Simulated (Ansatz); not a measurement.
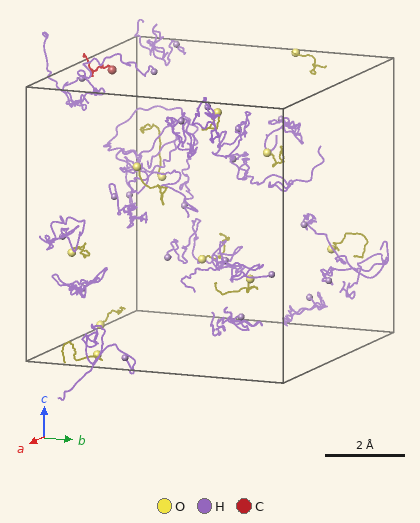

Molecular dynamics of a periodic cell with 10 H2O + 1 H2CO at 0.967 g/cm³, 225 fs long. Lines trace each atom's path, in the colour of its element; spheres stand at the starting positions. Seen slightly off an axis in the simulation cell.

Method: DFT PBE-D3(BJ), scalar-relativistic, plane waves, PAW in Ansatz 0.2.0. Run with plane-wave cutoff 420 eV; k-point mesh 1 × 1 × 1; Fermi-Dirac smearing 0.05 eV; low-accuracy preset; Langevin thermostat (NVT); set temperature 1000 K; time step 0.75 fs; friction 0.02 per fs.

What do the traces tell about the motion?

Root-mean-square distances from the starting positions over the second half, with the common drift of all atoms taken out: H 1.31 Å, O 0.92 Å, C 0.69 Å. The heavy atoms stay within a fraction of a molecule's size of their starting places; so short a run doesn't tell a liquid from a solid.

Limits of the set-up: the program's low-accuracy preset was used; the periodic images lie only 7.1 Å apart, so the values are limited by the cell's size.
